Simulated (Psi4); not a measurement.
**BeH2 (beryllium dihydride), run twice**

Aim: the energy of BeH2 (beryllium dihydride) at DLPNO-CCSD/jun-cc-pV(D+d)Z (density fitting, density fitting for correlation, pno convergence tight).

Program for the calculation: Psi4 1.11.

2 further runs of the same task are left out: 2 set aside as unsound or not needed.

## (1) The structure to begin with

BeH2 has 3 atoms, charge 0, and is taken as a singlet. SMILES: `[BeH2]`. Geometry: a GFN2-xTB relaxation, a rough one for these elements and not checked as a minimum.

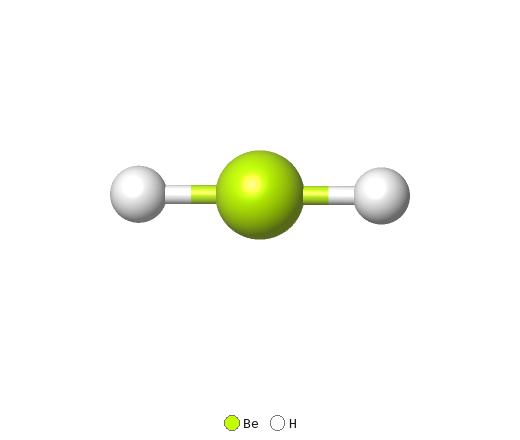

The structure, seen from a chosen angle (beryllium green, hydrogen white).

## (2) The input as first written

Input file input.in:

```
memory 1600 MB

molecule molecule1 {
  0 1
  Be     0.000610    -0.000320     0.000290
  H      0.710620     0.942160     0.493580
  H     -0.711220    -0.941840    -0.493870
  symmetry c1
}

set basis jun-cc-pV(D+d)Z
set reference rhf
set scf_type direct
set freeze_core true
set pno_convergence tight
set ints_tolerance 0.01
set maxiter 50

energy('dlpno-ccsd')
```

On the command line:

```sh
psi4 input.in input.out -n 1
```

input.out:

```text
[...]
  Running in c1 symmetry.
[...]
  Nuclear repulsion =    3.516067546292431
[...]
  Multiplicity = 1
[...]
  Nalpha       = 3
  Nbeta        = 3
[...]
    Number of basis functions: 28
[...]
   @DF-RHF iter   1:   -15.76244147258700   -6.18087e-01   1.99419e-03 ADIIS/DIIS
[...]
    Orbital Energies [Eh]
    ---------------------
    Doubly Occupied:
       1A     -4.658876     2A     -0.496698     3A     -0.438277
    Virtual:
       4A      0.027115     5A      0.027115     6A      0.029825
       7A      0.054565     8A      0.089085     9A      0.089085
      10A      0.195701    11A      0.198406    12A      0.359868
      13A      0.410012    14A      0.410012    15A      0.620946
      16A      0.620955    17A      0.629966    18A      0.645321
      19A      0.658901    20A      0.658901    21A      1.196313
      22A      1.608986    23A      1.697366    24A      1.697373
      25A      2.072805    26A      2.072806    27A      2.382946
[...]
  @RHF Final Energy:   -15.76378209660081
   => Energetics <=
    Nuclear Repulsion Energy =              3.5160675462924313
    One-Electron Energy =                 -27.3719969564346215
    Two-Electron Energy =                   8.0921473135413784
    Total Energy =                        -15.7637820966008100
[...]
 Multipole Moments:
 ------------------------------------------------------------------------------------
     Multipole            Electronic (a.u.)      Nuclear  (a.u.)        Total (a.u.)
 ------------------------------------------------------------------------------------
 L = 1.  Multiply by 2.5417464519 to convert [e a0] to [Debye]
 Dipole X            :          0.0034894           -0.0017197            0.0017697
 Dipole Y            :         -0.0014444            0.0008237           -0.0006207
 Dipole Z            :         -0.0000000            0.0000000           -0.0000000
 Magnitude           :                                                    0.0018754
[...]
   * WARNING: This answer will likely vary from one obtained by a energy('dlpno-mp2') call
                due to lack of a semi-canonical MP2 prescreening step in DLPNO-MP2, as well
[...]
  @LCCSD iter   7:  -0.067005277113  3.077e-07  6.073e-07  4.534e-07        0
[...]
```

It took 1.9 s on 1 thread of Intel Xeon Platinum 8488C (Sapphire Rapids), shared host; peak memory 0.21 GiB.

## (3) Diagnosis

The run finished; that doesn't make the result usable.

The fault: the screening of the two-electron integrals is far too loose. Among its listed settings the sound run differs in this, and the input shows the rest: integrals df in place of direct; integral approximation program's default in place of none.

## (4) Try two

Input file job.dat:

```
memory 1600 MB

molecule geom {
  Be     0.000610    -0.000320     0.000290
  H      0.710620     0.942160     0.493580
  H     -0.711220    -0.941840    -0.493870
  symmetry c1
}

set {
  basis jun-cc-pV(D+d)Z
  reference rhf
  scf_type df
  freeze_core true
  pno_convergence tight
}

result = energy('dlpno-ccsd')
```

On the command line:

```sh
psi4 -n 1 job.dat job.out
```

job.out:

```text
[...]
  Running in c1 symmetry.
[...]
  Nuclear repulsion =    3.516067546292431
[...]
  Multiplicity = 1
[...]
  Nalpha       = 3
  Nbeta        = 3
[...]
    Number of basis functions: 28
[...]
   @DF-RHF iter   1:   -15.76266128988548   -6.18126e-01   1.98997e-03 DIIS/ADIIS
[...]
    Orbital Energies [Eh]
    ---------------------
    Doubly Occupied:
       1A     -4.669184     2A     -0.494249     3A     -0.453613
    Virtual:
       4A      0.021997     5A      0.021997     6A      0.030986
       7A      0.041444     8A      0.088636     9A      0.088636
      10A      0.187229    11A      0.209428    12A      0.387563
      13A      0.387563    14A      0.412715    15A      0.562266
      16A      0.612428    17A      0.612433    18A      0.616434
      19A      0.651817    20A      0.651817    21A      1.133082
      22A      1.605914    23A      1.689569    24A      1.689578
      25A      2.062438    26A      2.062439    27A      2.388210
[...]
  @DF-RHF Final Energy:   -15.76510895255955
   => Energetics <=
    Nuclear Repulsion Energy =              3.5160675462924313
    One-Electron Energy =                 -27.3282613716460290
    Two-Electron Energy =                   8.0470848727940414
    Total Energy =                        -15.7651089525595545
[...]
 Multipole Moments:
 ------------------------------------------------------------------------------------
     Multipole            Electronic (a.u.)      Nuclear  (a.u.)        Total (a.u.)
 ------------------------------------------------------------------------------------
 L = 1.  Multiply by 2.5417464519 to convert [e a0] to [Debye]
 Dipole X            :          0.0031706           -0.0017197            0.0014509
 Dipole Y            :         -0.0015787            0.0008237           -0.0007550
 Dipole Z            :         -0.0000000            0.0000000           -0.0000000
 Magnitude           :                                                    0.0016356
[...]
   * WARNING: This answer will likely vary from one obtained by a energy('dlpno-mp2') call
                due to lack of a semi-canonical MP2 prescreening step in DLPNO-MP2, as well
[...]
  @LCCSD iter   7:  -0.067648366409  3.508e-07  6.321e-07  5.051e-07        0
[...]
```

Run time: 1.6 s. Hardware: 1 thread of Intel Xeon Platinum 8488C (Sapphire Rapids), shared host; peak memory 0.2 GiB.

## (5) Summary of results

At DLPNO-CCSD/jun-cc-pV(D+d)Z (density fitting, density fitting for correlation, pno convergence tight):

| quantity | value |
| --- | --- |
| total energy | -15.83276 Eh |
| HOMO energy (Hartree–Fock orbitals) | -12.34 eV |
| LUMO energy (Hartree–Fock orbitals) | 0.60 eV |
| HOMO–LUMO gap (Hartree–Fock orbitals) | 12.94 eV |
| correlation energy (1 core orbital frozen) | -67.6 mEh |
| T1 diagnostic | 0.006 |

What this shows: The first attempt's energy was +0.054 eV off this one.
